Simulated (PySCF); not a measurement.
# One shape, several levels: HOF (hypofluorous acid)

Wanted: a comparison of 6 runs (HF/STO-3G, HF/3-21G, B3LYP/aug-cc-pVTZ, CAM-B3LYP/aug-cc-pVTZ, M06-L/aug-cc-pVTZ, SCS-MP2/aug-cc-pVTZ) of HOF (hypofluorous acid). The job is set up through a Python script.

Program for the calculation: PySCF 2.14.0.

1 further run of the same task is left out (set aside as unsound or not needed).

### 1 The structure to begin with

HOF has 3 atoms, charge 0, and is taken as a singlet. As SMILES, `OF`. One bond was lengthened or shortened from a relaxed shape.

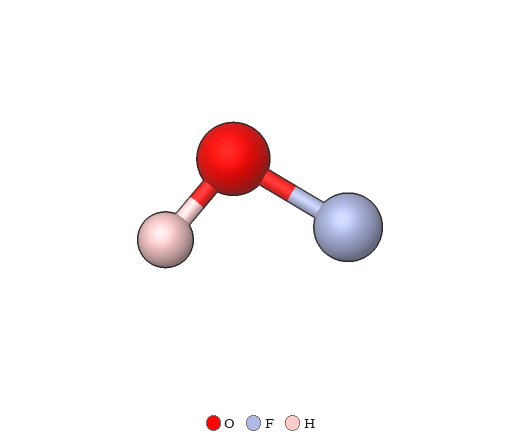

The structure, seen from a chosen angle (oxygen red, fluorine light blue, hydrogen pink).

### 2 The energy at HF/STO-3G (run 1)

File start.xyz:

```xyz
3
FHO
O      0.526465    -0.121265     0.279571
F     -0.126035     1.103695     0.052261
H     -0.208690    -0.804280    -0.205350
```

File input.py:

```python
from pyscf import gto

mol = gto.M(
    atom='start.xyz',
    basis='sto-3g',
    max_memory=1860,
    verbose=4,
)

hf = mol.RHF()
hf.conv_tol = 1e-10
hf.kernel()
if not hf.converged:
    hf = hf.newton().run(hf.mo_coeff, hf.mo_occ)

energy = hf.e_tot
print('E = %.10f Eh' % energy)
```

Run with:

```bash
$ OMP_NUM_THREADS=1 python input.py
```

The log of the run:

```text
PySCF version 2.14.0

[INPUT] num. atoms = 3
[INPUT] num. electrons = 18
[INPUT] charge = 0
[INPUT] spin (= nelec alpha-beta = 2S) = 0
[INPUT] symmetry False subgroup None
[INPUT] Mole.unit = angstrom
[INPUT] Symbol           X                Y                Z      unit          X                Y                Z       unit  Magmom
[INPUT]  1 O      0.526465000000  -0.121265000000   0.279571000000 AA    0.994874664169  -0.229157638495   0.528312622371 Bohr   0.0
[INPUT]  2 F     -0.126035000000   1.103695000000   0.052261000000 AA   -0.238171632110   2.085681275052   0.098758976996 Bohr   0.0
[INPUT]  3 H     -0.208690000000  -0.804280000000  -0.205350000000 AA   -0.394366944935  -1.519868927465  -0.388055259679 Bohr   0.0

nuclear repulsion = 33.3609564892493
number of shells = 7
number of NR pGTOs = 33
number of NR cGTOs = 11
basis = sto-3g
ecp = {}

******** <class 'pyscf.scf.hf.RHF'> ********
method = RHF
initial guess = minao
damping factor = 0
level_shift factor = 0
DIIS = <class 'pyscf.scf.diis.CDIIS'>
diis_start_cycle = 1
diis_space = 8
diis_damp = 0
SCF conv_tol = 1e-10
SCF conv_tol_grad = None
SCF max_cycles = 50
direct_scf = True
direct_scf_tol = 1e-13
Set gradient conv threshold to 1e-05
Initial guess from minao.
init E= -171.994380060277
  HOMO = -0.315152345769471  LUMO = 0.0358920184547821  gap/eV = 9.55240
cycle= 1 E= -172.331508921802  delta_E= -0.337  |g|= 0.213  |ddm|= 2.11
  HOMO = -0.345927520354602  LUMO = 0.411834051330353  gap/eV = 20.61974
cycle= 2 E= -172.357941746099  delta_E= -0.0264  |g|= 0.0586  |ddm|= 0.364
  HOMO = -0.383788730632921  LUMO = 0.432622723667295  gap/eV = 22.21569
cycle= 3 E= -172.360075019442  delta_E= -0.00213  |g|= 0.00752  |ddm|= 0.125
  HOMO = -0.390600500494159  LUMO = 0.42701899680836  gap/eV = 22.24856
cycle= 4 E= -172.360104413957  delta_E= -2.94e-05  |g|= 0.00204  |ddm|= 0.0129
  HOMO = -0.389858441311486  LUMO = 0.427137162940857  gap/eV = 22.23158
cycle= 5 E= -172.360107153182  delta_E= -2.74e-06  |g|= 0.00069  |ddm|= 0.00355
  HOMO = -0.389801490163922  LUMO = 0.427147494129964  gap/eV = 22.23031
cycle= 6 E= -172.360107653357  delta_E= -5e-07  |g|= 0.000157  |ddm|= 0.00222
  HOMO = -0.389811344680597  LUMO = 0.427100612721598  gap/eV = 22.22931
cycle= 7 E= -172.360107681556  delta_E= -2.82e-08  |g|= 3.95e-05  |ddm|= 0.000575
  HOMO = -0.38980713371569  LUMO = 0.427109802527735  gap/eV = 22.22944
cycle= 8 E= -172.360107683441  delta_E= -1.89e-09  |g|= 8.99e-06  |ddm|= 0.000148
  HOMO = -0.38980706061859  LUMO = 0.427106729664743  gap/eV = 22.22936
cycle= 9 E= -172.36010768353  delta_E= -8.94e-11  |g|= 1.36e-06  |ddm|= 3.42e-05
  HOMO = -0.389807242614546  LUMO = 0.427107551038328  gap/eV = 22.22938
Extra cycle  E= -172.360107683532  delta_E= -1.34e-12  |g|= 5.96e-07  |ddm|= 2.44e-06
converged SCF energy = -172.360107683532
E = -172.3601076835 Eh
```

Wall time 0.61 s (1 thread of Arm Neoverse V2, shared host); peak memory 0.12 GiB.

### 3 The energy at HF/3-21G (run 2)

File calc.py:

```python
from pyscf import gto

mol = gto.M(
    atom='''
O        0.526465      -0.121265       0.279571
F       -0.126035       1.103695       0.052261
H       -0.208690      -0.804280      -0.205350
''',
    charge=0,
    basis='3-21g',
    verbose=3,
    max_memory=1860,
)

mf = mol.RHF()
mf.conv_tol = 1e-10
mf.kernel()
if not mf.converged:
    mf = mf.newton().run(mf.mo_coeff, mf.mo_occ)

e_tot = mf.e_tot
print(f'total energy: {e_tot:.8f} hartree')
```

Run with:

```bash
$ OMP_NUM_THREADS=1 python calc.py
```

The log of the run:

```text
converged SCF energy = -173.786541917686
total energy: -173.78654192 hartree
```

Wall time 0.61 s (1 thread of Arm Neoverse V2, shared host); peak memory 0.12 GiB.

### 4 A single-point energy at B3LYP/aug-cc-pVTZ (run 3)

File job.py:

```python
from pyscf import gto, dft

molecule = gto.M(
    atom='O 0.526465 -0.121265 0.279571; F -0.126035 1.103695 0.052261; H -0.208690 -0.804280 -0.205350',
    max_memory=1860,
    basis='aug-cc-pvtz',
    spin=0,
    charge=0,
    verbose=3,
)

mf = dft.RKS(molecule, xc='b3lyp')
mf.grids.level = 5
mf.conv_tol = 1e-10
mf.kernel()
if not mf.converged:
    mf = mf.newton().run(mf.mo_coeff, mf.mo_occ)

e_tot = mf.e_tot
print('E(%s) = %.9f' % ('B3LYP', e_tot))
```

Run with:

```bash
$ OMP_NUM_THREADS=1 python job.py
```

The log of the run:

```text
converged SCF energy = -175.599512278206
E(B3LYP) = -175.599512278
```

Run time: 16 s. Hardware: 1 thread of Arm Neoverse V2, shared host; peak memory 0.58 GiB.

Runs 4 to 5 aren't shown in full; the table further down has their settings and results.

### 5 A single-point energy at SCS-MP2/aug-cc-pVTZ (run 6)

File job.py:

```python
from pyscf import gto, mp

mol = gto.M(
    atom='''
O        0.526465      -0.121265       0.279571
F       -0.126035       1.103695       0.052261
H       -0.208690      -0.804280      -0.205350
''',
    charge=0,
    max_memory=1860,
    spin=0,
    basis='aug-cc-pvtz',
    verbose=3,
)

myscf = mol.RHF()
myscf.conv_tol = 1e-10
myscf.kernel()
if not myscf.converged:
    myscf = myscf.newton().run(myscf.mo_coeff, myscf.mo_occ)

pt = mp.MP2(myscf, frozen=2).run()
e_final = myscf.e_tot + 1.2 * pt.e_corr_os + pt.e_corr_ss / 3
print('Final energy', e_final)
```

Run with:

```bash
$ OMP_NUM_THREADS=1 python job.py
```

The log of the run:

```text
converged SCF energy = -174.788740329798
E(RMP2) = -175.312508910857  E_corr = -0.523768581059918
E(SCS-RMP2) = -175.303543535964  E_corr = -0.514803206166579
Final energy -175.30354353596414
```

Run time: 3.3 s. Hardware: 1 thread of Arm Neoverse V2, shared host; peak memory 0.32 GiB.

### 6 The series

| run | level | integration grid | frozen core orbitals | energy (Eh) | dipole moment (D) of the reference | HOMO energy (eV) | LUMO energy (eV) | wall time |
| --- | --- | --- | --- | --- | --- | --- | --- | --- |
| 1 | HF/STO-3G | – | – | -172.360108 | 1.39 | -10.61 | 11.62 | 0.61 s |
| 2 | HF/3-21G | – | – | -173.786542 | 2.50 | -14.01 | 4.96 | 0.61 s |
| 3 | B3LYP/aug-cc-pVTZ | 5 | – | -175.599512 | 2.03 | -8.86 | -1.67 | 16 s |
| 4 | CAM-B3LYP/aug-cc-pVTZ | 5 | – | -175.551093 | 2.09 | -10.75 | -0.39 | 25 s |
| 5 | M06-L/aug-cc-pVTZ | 5 | – | -175.559483 | 1.96 | -7.35 | -2.14 | 49 s |
| 6 | SCS-MP2/aug-cc-pVTZ | – | 2 | -175.303544 | 2.32 | -14.56 | 0.69 | 3.3 s |

### 7 Outcome

| quantity | value |
| --- | --- |
| run 6: total energy | -175.30354 Eh |
| run 6: dipole moment (Hartree–Fock density) | 2.32 D |
| run 6: HOMO energy (Hartree–Fock orbitals) | -14.56 eV |
| run 6: LUMO energy (Hartree–Fock orbitals) | 0.69 eV |
| run 6: HOMO–LUMO gap (Hartree–Fock orbitals) | 15.25 eV |
| run 6: correlation energy (2 core orbitals frozen) | -514.8 mEh |

Over runs 1, 2, 3, 4, 5 the dipole moment (its size) runs from 1.39 D (HF/STO-3G) to 2.50 D (HF/3-21G). Over runs 1, 2, 3, 4, 5 the HOMO–LUMO gap runs from 5.21 eV (M06-L/aug-cc-pVTZ) to 22.23 eV (HF/STO-3G). The two ends differ in method and basis. Totals of different functionals can't be ranked against each other. In run 1 the basis is minimal, so the values are rough. All runs together took 94 s, the longest 49 s.
